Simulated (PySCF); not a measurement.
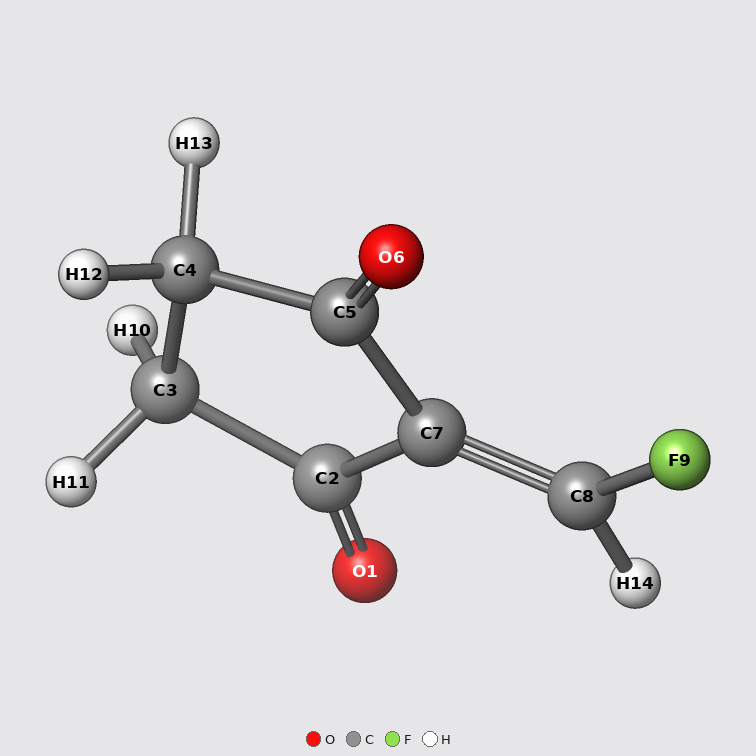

The computed structure is the end point of a GFN2-xTB optimisation. No frequency run is at hand to confirm it as a minimum. Electric field gradients from the ground-state density, B3LYP/pcJ-1 (PySCF 2.14.0), non-relativistic apart from any core potentials.

Give the largest field-gradient component, the quadrupole coupling constant and the asymmetry for 17O at O1 (Q = −25.6 mb), 17O at O6 (Q = −25.6 mb), 2H at H10 (Q = 2.86 mb), 2H at H11 (Q = 2.86 mb), 2H at H12 (Q = 2.86 mb), 2H at H13 (Q = 2.86 mb).

| atom | V_zz (a.u.) | e²qQ/h (MHz) | η |
| --- | --- | --- | --- |
| O1 | −1.842 | 11.08 | 0.40 |
| O6 | −1.935 | 11.64 | 0.46 |
| H10 | 0.295 | 0.198 | 0.02 |
| H11 | 0.292 | 0.196 | 0.02 |
| H12 | 0.295 | 0.199 | 0.02 |
| H13 | 0.292 | 0.196 | 0.02 |
